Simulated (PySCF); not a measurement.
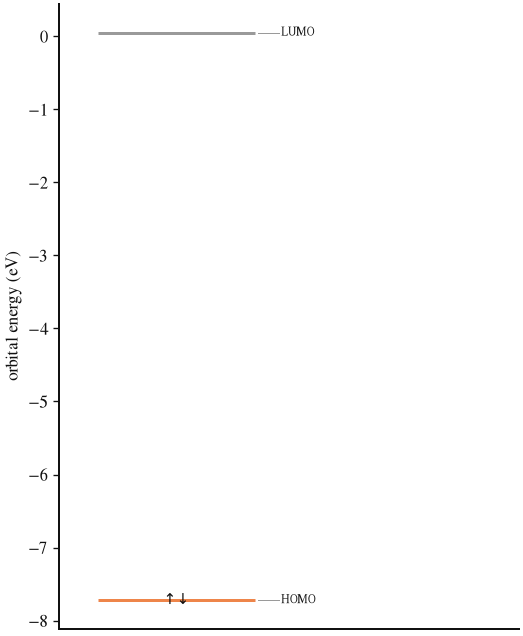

Kohn-Sham orbital energies near the frontier, PBE0/def2-SVPD in PySCF, at a PBE0-D3(BJ)/def2-SVP geometry (no frequency check), isolated molecule; empty levels in grey, levels within 0.03 eV side by side.

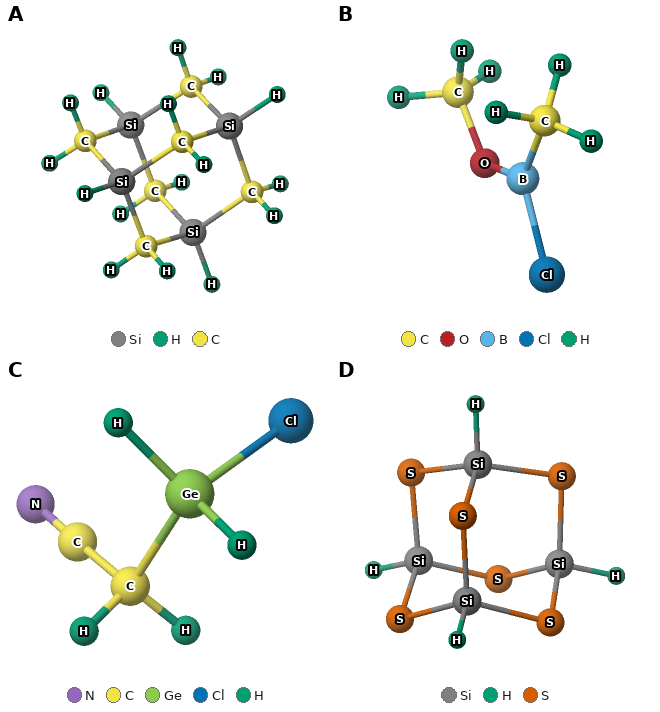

**Which molecule has this level scheme? The candidates are drawn in the second picture.**

Structure A, C₆H₁₆Si₄. HOMO −7.72 eV, LUMO 0.05 eV, separation 7.77 eV.

Caveats: empty levels above zero depend strongly on the basis.
